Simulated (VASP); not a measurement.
# Ta2CoO6: structure and properties in VASP, part 2 of 2

How well does LDA + U reproduce what experiment finds for Ta2CoO6? The cell is relaxed first, and properties follow on it. The start is a cell from a database of measured crystal structures.

VASP 6.6.1; LDA, DFT+U (Co d 4 eV), spin-polarised from a ferromagnetic start; plane waves and PAW (Ta_pv, Co, O).

Still holding for the runs below: The magnetic state follows from one typed start and may not be the lowest.

So far, gap on the k-mesh (eV): step 2 (relaxing cell and atoms (LDA + U)) 2.56; step 6 (total and projected DOS (LDA + U)) 2.51. The relaxed cell has a = 4.701, c = 9.013 Å (conventional setting).

### Step 7. Independent-particle dielectric function (LDA + U)

LOPTICS sums transitions from filled to empty bands. NBANDS is raised for it.

The input, INCAR:

```
SYSTEM = Ta2CoO6
PREC = Accurate
ENCUT = 520
EDIFF = 1E-06
NELM = 100
ISMEAR = 0
SIGMA = 0.05
LREAL = .FALSE.
ALGO = Normal
GGA = CA
NBANDS = 211
ISPIN = 2
MAGMOM = 0.026 0.026 0.026 0.026 2.689 2.689 0.029 0.029 0.029 0.029 0.035 0.035 0.035 0.035 0.035 0.035 0.035 0.035
LDAU = .TRUE.
LDAUTYPE = 2
LDAUL = -1 2 -1
LDAUU = 0 4 0
LDAUJ = 0 0 0
LDAUPRINT = 1
LASPH = .TRUE.
LMAXMIX = 4
LORBIT = 11
LWAVE = .FALSE.
LCHARG = .FALSE.
KPAR = 8
LOPTICS = .TRUE.
NEDOS = 1500
CSHIFT = 0.1
```

The input, POSCAR:

```
Ta2CoO6
1.0
    4.7009886135      0.0000000000      0.0000000000
    0.0000000000      4.7009886135      0.0000000000
    0.0000000000      0.0000000000      9.0130363891
Ta Co O
4 2 12
Direct
    0.0000000000      0.0000000000      0.3307636341
    0.5000000000      0.5000000000      0.8307636341
    0.5000000000      0.5000000000      0.1692363659
    0.0000000000      0.0000000000      0.6692363659
    0.0000000000      0.0000000000      0.0000000000
    0.5000000000      0.5000000000      0.5000000000
    0.3074331901      0.3074331901      0.0000000000
    0.1925668099      0.8074331901      0.5000000000
    0.6925668099      0.6925668099      0.0000000000
    0.8074331901      0.1925668099      0.5000000000
    0.2966403633      0.2966403633      0.3267850621
    0.2033596367      0.7966403633      0.8267850621
    0.7033596367      0.7033596367      0.3267850621
    0.7966403633      0.2033596367      0.8267850621
    0.7966403633      0.2033596367      0.1732149379
    0.7033596367      0.7033596367      0.6732149379
    0.2033596367      0.7966403633      0.1732149379
    0.2966403633      0.2966403633      0.6732149379
```

The input, KPOINTS:

```
Automatic mesh
0
Gamma
7 7 4
0 0 0
```

Potentials, in the order of the species: Ta_pv, Co and O (LDA family, release 64).

On the command line:

```
mpirun -np 8 vasp_std
```

Wall time 10 min (8 MPI ranks of Intel Xeon Platinum 8259CL at 2.50GHz (Skylake/Cascade Lake), shared host); peak memory 23 GiB.

These are independent-particle spectra without excitons or local fields, and fine structure depends on the mesh and on CSHIFT.

Numbers from this step:

| Quantity | Value |
| --- | --- |
| bands | 211 |
| Fermi energy | 3.455 eV |
| pressure | -0.02032 GPa |

The imaginary dielectric function has structure finer than the step of the table below, so its rows give means over 2 eV, whole bins alone (the curve runs from 0 to 25.0 eV). Peaks (eV: height): xx 4.4: 7.12, 11.0: 4.34; zz 4.4: 7.44, 11.1: 5.82.

The imaginary dielectric function by photon energy; means over each step:

```tsv
photon energy (eV)	xx	zz
2	0.337	0.255
4	5.33	5.31
6	5.15	6.02
8	2.92	4.06
10	3.62	4.34
12	3.14	3.84
14	2.27	2.14
16	1.75	1.84
18	1.64	1.65
20	1.44	1.41
22	1.12	0.859
```

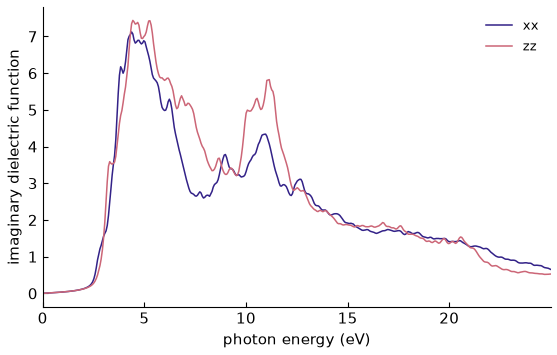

Imaginary dielectric function against photon energy.

The real dielectric function by photon energy:

```tsv
photon energy (eV)	xx	zz
0	6.14	6.59
2	7.04	7.49
4	7.83	9.00
6	2.20	3.11
8	2.31	1.38
10	2.30	3.00
12	0.556	-0.876
14	0.313	-0.104
16	0.457	0.278
18	0.497	0.0552
20	0.323	0.116
22	0.109	-0.127
24	0.290	0.285
```

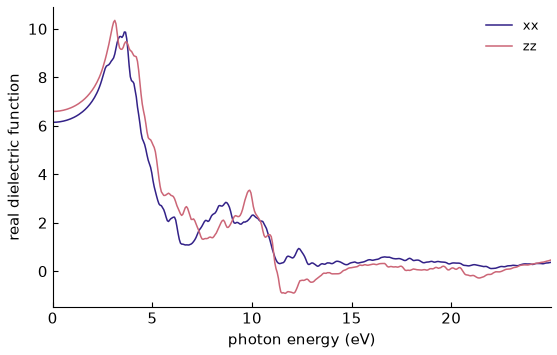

Real dielectric function, plotted against photon energy.

### Step 8. Core levels (LDA + U)

Core levels shift with the potential at each site, so they tell like atoms on unlike sites apart.

Edit INCAR of step 7 so:

```diff
@@ -10,3 +10,3 @@
 GGA = CA
-NBANDS = 211
+NBANDS = 98
 ISPIN = 2
@@ -25,4 +25,2 @@
 KPAR = 8
-LOPTICS = .TRUE.
-NEDOS = 1500
-CSHIFT = 0.1
+ICORELEVEL = 1
```

POSCAR is that of step 7.

The input, KPOINTS:

```
Automatic mesh
0
Gamma
5 5 3
0 0 0
```

On the command line:

```
mpirun -np 8 vasp_std
```

Wall time 2.2 min (8 MPI ranks); peak memory 3.8 GiB; 14 min of CPU time.

These are scalar-relativistic Kohn-Sham levels of the ground state, with no core hole, so they are not binding energies.

This step gave:

```
bands                          : 98
irreducible k-points           : 12
free energy (TOTEN)            : -176.2774 eV
Fermi energy                   : 3.533 eV
pressure                       : -0.01565 GPa
valence top at k               : 0.2, 0.2, 0.3333
conduction bottom at k         : 0.4, 0, 0.3333
least direct gap at k          : 0.4, 0, 0.3333
gap on the k-mesh              : 2.556 eV
least direct gap on the k-mesh : 2.557 eV
```

Kohn-Sham core levels. Core levels, by row, the first 40 of 66 rows:

```tsv
atom	shell	level below the valence-band top (eV)
Ta1	1s	66878
Ta1	2s	11499
Ta1	2p	10092
Ta1	3s	2631
Ta1	3p	2212
Ta1	3d	1720
Ta1	4s	531.4
Ta1	4p	393.5
Ta1	4d	216.4
Ta1	4f	19.93
Ta1	5s	67.47
Ta2	1s	66878
Ta2	2s	11499
Ta2	2p	10092
Ta2	3s	2631
Ta2	3p	2212
Ta2	3d	1720
Ta2	4s	531.4
Ta2	4p	393.5
Ta2	4d	216.4
Ta2	4f	19.93
Ta2	5s	67.47
Ta3	1s	66878
Ta3	2s	11499
Ta3	2p	10092
Ta3	3s	2631
Ta3	3p	2212
Ta3	3d	1720
Ta3	4s	531.4
Ta3	4p	393.5
Ta3	4d	216.4
Ta3	4f	19.93
Ta3	5s	67.47
Ta4	1s	66878
Ta4	2s	11499
Ta4	2p	10092
Ta4	3s	2631
Ta4	3p	2212
Ta4	3d	1720
Ta4	4s	531.4
```

Atoms of one element give levels within 0.1 eV of each other.

### Step 9. Outcome

| Item | Value |
| --- | --- |
| relaxed volume | 11.07 Å³/atom |
| relaxed conventional cell a, b, c | 4.701, 4.701, 9.013 Å |
| space group after relaxing, within 0.02 Å | P4_2/mnm (No. 136) |
| moment of the cell (7×7×4 mesh) | 6 μB |
| largest site moment (7×7×4 mesh) | 2.69 μB on Co5 |
| band gap | 2.49 eV, indirect (least direct gap of that run 2.51 eV) |
| gap among the points of the DOS mesh alone, an upper bound | 2.51 eV |
| strongest peak of ε2, mean over directions | 4.37 eV |
| ε1 at zero frequency, no local fields, mean | 6.29 |
| shallowest level of the frozen cores | Ta1 4f, 19.9 eV deep |

**Reading.** With LDA + U, Ta2CoO6 relaxes to 11.07 Å³/atom in space group P4_2/mnm, has an indirect gap of 2.49 eV and keeps moments of up to 2.69 μB (7×7×4 mesh). Against the listed cell the volume lies -3.2 % (a -0.7 %, c -1.7 %). Band structure (LDA + U), spin up: The path shows an indirect gap of 2.69 eV (valence top at R, conduction bottom between Γ and X). The least direct gap is 2.73 eV. Band structure (LDA + U), spin down: The path shows an indirect gap of 2.49 eV (valence top between A and Z, conduction bottom at R). The least direct gap is 2.51 eV. Spin-orbit coupling is left out, and with elements this heavy it would split and shift bands near the edges, and it can change the kind of a small gap. Only the typed magnetic starts were tried, so the magnetic ground state may differ and with it the other results. No search among competing phases was made, and a listed structure need not be the one stable at ambient conditions. All values are for a static lattice at zero temperature.

Comparison with the measured values:

| quantity | measured | LDA, DFT+U |
| --- | --- | --- |
| lattice constant a (Å) | 4.7375 | 4.701 (-0.8 %) |
| lattice constant c (Å) | 9.1764 | 9.013 (-1.8 %) |

Measured values from arxiv:2104.07804 (2021).

How well it matches: The lattice constant a is off by -0.8 %. The lattice constant c is off by -1.8 %. The magnetic state of these runs (an ordered one) need not be that of the sample, so the match is not graded. For lattice constants the calculation has a static lattice, without zero-point motion or thermal expansion (measured at up to 300 K).

[Lines on the potential files, build, host, timing and source positions are cut from VASP's logs without a mark.]

[Logs are printed without paths, hosts, clocks, repeated set-up lines and the standing remarks that a program may print on its own settings, such as how far it seeks lower states.]

[Hosts, paths, dates, database ids (printed as entryN), source tags and the programs' standing remarks are cut or masked in the printed files.]

[A measured line is paired with the nearest computed mode of its activity, which favours agreement.]
